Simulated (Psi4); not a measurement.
# [CF2]+ (SMILES F[C+]F) at UDSD-PBEP86/cc-pVTZ (density fitting for correlation)

What is the vertical doublet–quartet gap of [CF2]+ at UDSD-PBEP86/cc-pVTZ (density fitting for correlation)? 

The results are computed with Psi4 1.11.

6 further runs of the same task are left out: 4 that didn't finish, 2 set aside as unsound or not needed.

## (1) The structure to begin with

[CF2]+ has 3 atoms, charge +1, and is taken as a doublet. As SMILES, `F[C+]F`. The shape is that of a PBE0-D4/def2-TZVP optimisation.

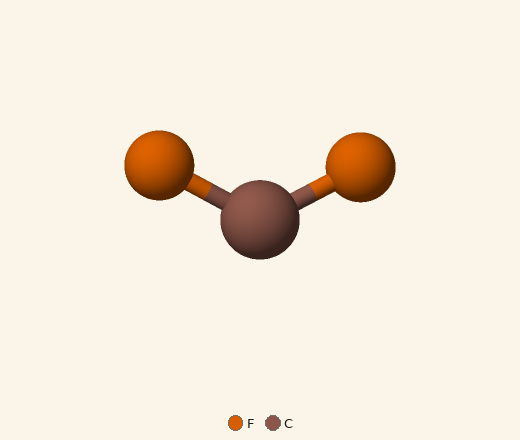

Viewed from a chosen angle; fluorine orange, carbon brown.

## (2) A single-point energy at UDSD-PBEP86/cc-pVTZ (density fitting for correlation)

The input, job.in:

```
memory 2200 mb

molecule mol {
  1 2
  F      0.379110     0.972980     0.316190
  C      0.275710    -0.221360     0.127270
  F     -0.654830    -0.751620    -0.443470
  symmetry c1
}

set {
  reference            uks
  puream               true
  e_convergence        1e-09
  d_convergence        1e-08
  scf_type             pk
  dft_radial_points    99
  dft_spherical_points 590
  num_frozen_docc      3
  maxiter              100
}

energy("dsd-pbep86/cc-pVTZ")
print_variables()
```

Started as:

```sh
$ psi4 -n 1 job.in job.out
```

job.out (excerpt; [...] marks lines left out):

```text
[...]
  Running in c1 symmetry.
[...]
  Nuclear repulsion =   67.033256693421976
[...]
  Multiplicity = 2
[...]
  Nalpha       = 12
  Nbeta        = 11
[...]
    Number of basis functions: 90
[...]
   @UKS iter   1:  -236.67751826450396    2.28452e-01   4.40286e-03 DIIS/ADIIS
[...]
   @UKS iter  13:  -236.75060582299710   -2.41585e-12   4.43505e-09 DIIS
[...]
   @S^2 Observed:                7.548014867E-01
[...]
    Orbital Energies [Eh]
    ---------------------
    Alpha Occupied:
       1A    -26.205975     2A    -26.205954     3A    -11.525964
       4A     -2.018886     5A     -1.955789     6A     -1.256518
       7A     -1.165808     8A     -1.128019     9A     -1.091999
      10A     -0.999326    11A     -0.990026    12A     -0.833330
    Alpha Virtual:
      13A     -0.326376    14A     -0.058857    15A     -0.008378
      16A      0.060297    17A      0.074329    18A      0.151223
      19A      0.229296    20A      0.425553    21A      0.434483
      22A      0.440662    23A      0.515730    24A      0.567806
      25A      0.621068    26A      0.650045    27A      0.666070
[...]
  @UKS Final Energy:  -236.75060582299710
   => Energetics <=
    Nuclear Repulsion Energy =             67.0332566934219756
    One-Electron Energy =                -452.6113091155357893
    Two-Electron Energy =                 156.1919854610967207
    DFT Exchange-Correlation Energy =      -7.3645388619799910
    Empirical Dispersion Energy =           0.0000000000000000
    VV10 Nonlocal Energy =                  0.0000000000000000
    Total Energy =                       -236.7506058229971018
[...]
 Multipole Moments:
 ------------------------------------------------------------------------------------
     Multipole            Electronic (a.u.)      Nuclear  (a.u.)        Total (a.u.)
 ------------------------------------------------------------------------------------
 L = 1.  Multiply by 2.5417464519 to convert [e a0] to [Debye]
 Dipole X            :          0.2218043            0.2057569            0.4275612
 Dipole Y            :         -0.1628511           -0.1510640           -0.3139150
 Dipole Z            :          0.0000000            0.0000000            0.0000000
 Magnitude           :                                                    0.5304255
[...]
```

Wall time 35 s (1 thread of AMD EPYC (Zen 3), shared host); peak memory 0.73 GiB.

## (3) The quartet at the same level

The input, calc.dat:

```
memory 2200 MB

molecule geom {
  1 4
  F      0.71641407     1.83866572     0.59751250
  C      0.52101639    -0.41830977     0.24050544
  F     -1.23744936    -1.42035595    -0.83803684
  units bohr
  symmetry c1
}

set globals {
  reference uks
  puream true
  e_convergence 1e-09
  d_convergence 1e-08
  scf_type pk
  dft_radial_points 99
  dft_spherical_points 590
  num_frozen_docc 3
  maxiter 100
}

e_tot = energy('dsd-pbep86/cc-pVTZ')
print_variables()
```

Started as:

```sh
$ psi4 -n 1 calc.dat calc.out
```

calc.out (excerpt; [...] marks lines left out):

```text
[...]
  Running in c1 symmetry.
[...]
  Nuclear repulsion =   67.033256852444907
[...]
  Multiplicity = 4
[...]
  Nalpha       = 13
  Nbeta        = 10
[...]
    Number of basis functions: 90
[...]
   @UKS iter   1:  -236.36638795374120    5.39582e-01   4.17989e-03 DIIS/ADIIS
[...]
   @UKS iter  17:  -236.44815335997640    6.14477e-11   7.56533e-09 DIIS
[...]
   @S^2 Observed:                3.776876563E+00
[...]
    Orbital Energies [Eh]
    ---------------------
    Alpha Occupied:
       1A    -26.291775     2A    -26.291757     3A    -11.374350
       4A     -2.085438     5A     -2.031162     6A     -1.312960
       7A     -1.213264     8A     -1.206966     9A     -1.175284
      10A     -1.130200    11A     -1.099329    12A     -0.811440
      13A     -0.657166
    Alpha Virtual:
      14A     -0.076166    15A     -0.007736    16A      0.079020
      17A      0.089978    18A      0.140782    19A      0.253170
      20A      0.411427    21A      0.443705    22A      0.454206
      23A      0.474486    24A      0.534532    25A      0.621807
[...]
  @UKS Final Energy:  -236.44815335997640
   => Energetics <=
    Nuclear Repulsion Energy =             67.0332568524449073
    One-Electron Energy =                -451.8749894950706221
    Two-Electron Energy =                 155.7596051684044482
    DFT Exchange-Correlation Energy =      -7.3660258857550964
    Empirical Dispersion Energy =           0.0000000000000000
    VV10 Nonlocal Energy =                  0.0000000000000000
    Total Energy =                       -236.4481533599764020
[...]
 Multipole Moments:
 ------------------------------------------------------------------------------------
     Multipole            Electronic (a.u.)      Nuclear  (a.u.)        Total (a.u.)
 ------------------------------------------------------------------------------------
 L = 1.  Multiply by 2.5417464519 to convert [e a0] to [Debye]
 Dipole X            :         -0.1447097            0.2057569            0.0610471
 Dipole Y            :          0.1061699           -0.1510640           -0.0448941
 Dipole Z            :         -0.0000000           -0.0000000           -0.0000000
 Magnitude           :                                                    0.0757775
[...]
```

It took 46 s on 1 thread of AMD EPYC (Zen 3), shared host; peak memory 0.73 GiB.

## (4) Outcome

Level: UDSD-PBEP86/cc-pVTZ (density fitting for correlation), 3 core orbitals frozen.

| quantity | value |
| --- | --- |
| doublet: total energy | -237.06424 Eh |
| doublet: HOMO energy (SCF part's orbitals) (highest over α and β) | -22.68 eV |
| doublet: LUMO energy (SCF part's orbitals) (lowest over α and β) | -9.98 eV |
| doublet: ⟨S²⟩ | 0.755 |
| quartet: total energy | -236.74326 Eh |
| quartet: HOMO energy (SCF part's orbitals) (highest over α and β) | -17.88 eV |
| quartet: LUMO energy (SCF part's orbitals) (lowest over α and β) | -16.67 eV |
| quartet: ⟨S²⟩ | 3.777 |
| vertical energy of the quartet above the doublet | 8.734 eV |

In words: At this shape the quartet lies 8.73 eV (201 kcal/mol) above the doublet.
